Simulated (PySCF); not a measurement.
## Electronic structure of InCl in real space

```xyz
2

In    0.0000    0.0000   -0.5653
Cl    0.0000    0.0000    1.8577
```

Core potentials replace the inner electrons of In.

All numbers below come from PySCF 2.14.0, PBE0/def2-TZVPPD, non-relativistic Hamiltonian with scalar-relativistic core potentials where named, at a bond length of 2.423 Å.

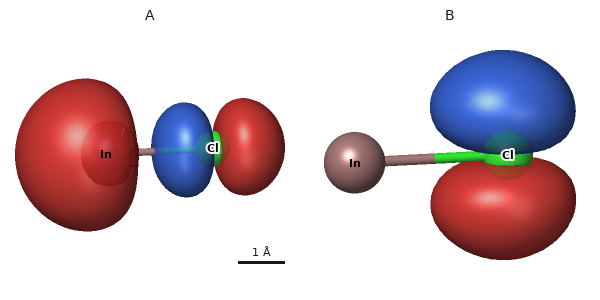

Figure 1. Two frontier orbitals, each drawn at the value that holds 80 % of its norm (red and blue are the two phases), in no order; of a degenerate pair one member is drawn.

> Label each orbital by symmetry, say whether it is occupied, and order them by energy.

Orbital B: π, occupied, −8.29 eV; mainly on Cl (90 %).
Orbital A: σ, occupied, −7.32 eV; shared between the atoms (In 60 %, Cl 40 %).

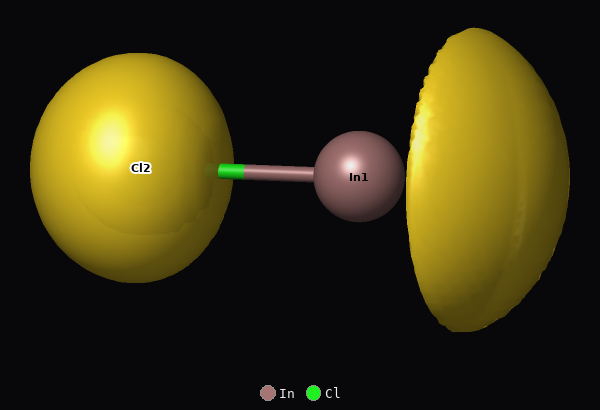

Figure 2. Isosurface of the electron localisation function at 0.8 (yellow), seen from one side. Only the valence region is drawn (cores and ρ < 0.01 e/Å³ removed).

> Describe the localisation domains.

At this value the surface marks out one lobe on In, pointing away from the bonds (lone pairs) and one region wrapped around Cl (its valence shell). Along the contacts the grid gives the following. In–Cl (2.42 Å): the ELF peaks at about 0.80 in the valence shell of Cl, 0.8 Å from its nucleus, and drops to about 0.15 between the two atoms.

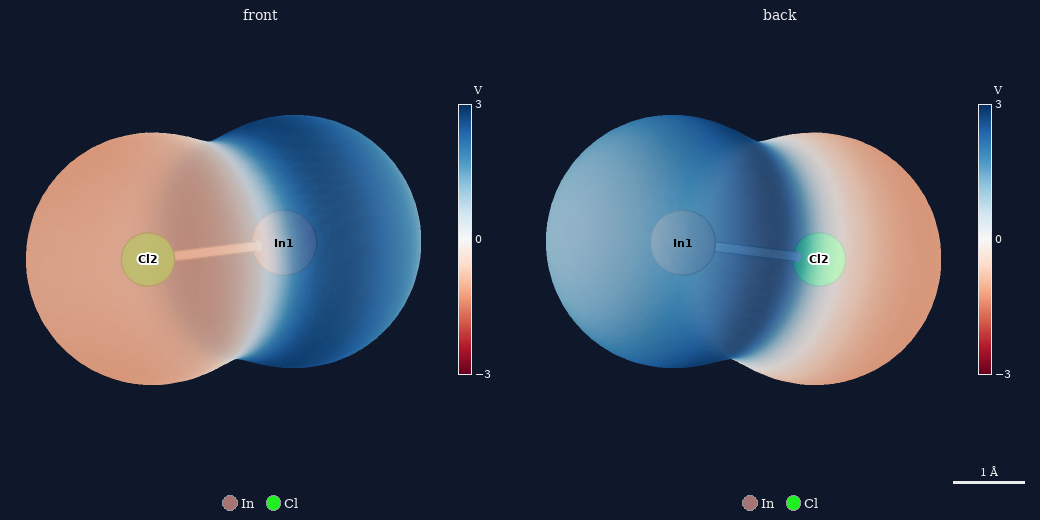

Figure 3. The molecular electrostatic potential painted on the density surface at 0.004 e/bohr³, seen from the front and from behind; the colour scale runs from red (negative) to blue (positive).

> Where is the surface potential most negative and most positive?

The most negative region (about −1.1 V) lies over Cl2, the most positive (about +2.8 V) over In1.
